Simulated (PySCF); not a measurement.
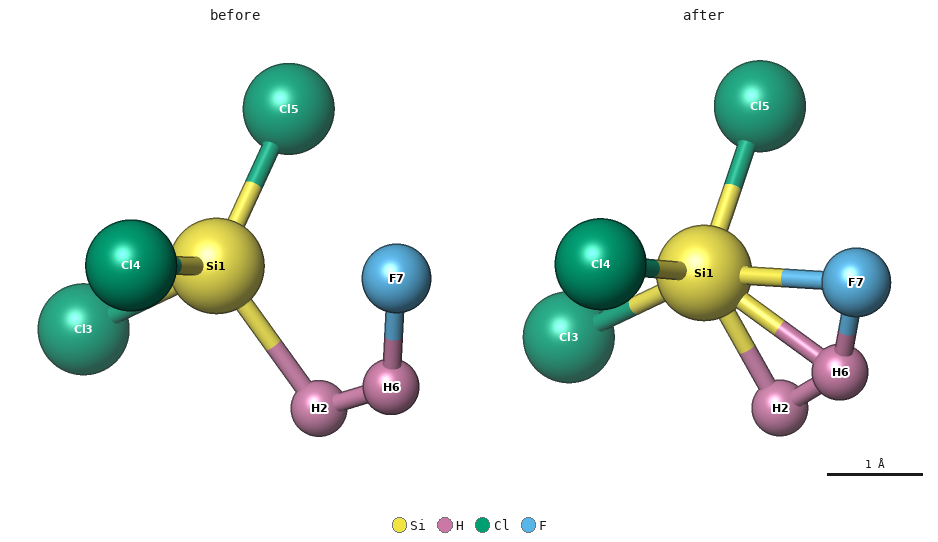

The structure of SiH2Cl3F (coarse preliminary run) before (left) and after (right) a relaxation, at one scale.

The picture is a ball-and-stick view, seen at a tilt.

The reaction that was planned forms Si1–F7, H2–H6 and breaks Si1–H2, H6–F7 (atoms numbered from 1 in input order).

Level of theory: RKS PBE0-D4/def2-SVP, partitioned rational-function steps on a Bofill-updated Hessian in PySCF. 

### Describe what moved and what it gained.

H6 moves most after the best rigid fit: 0.27 Å. Largest moves by element: H 0.27 Å, Si 0.22 Å, Cl 0.20 Å, F 0.14 Å. Near-neighbour distances that change, for instance: Si1–H6 2.267 → 1.789 Å, Si1–F7 2.217 → 1.878 Å, Si1–H2 1.867 → 1.677 Å, H6–F7 1.370 → 1.198 Å. Bond angles that change, for instance: Cl3–Si1–Cl4 105.8° → 101.6°, Cl4–Si1–Cl5 121.8° → 118.2°. Over 6 geometry steps the energy falls by 1.022 eV.
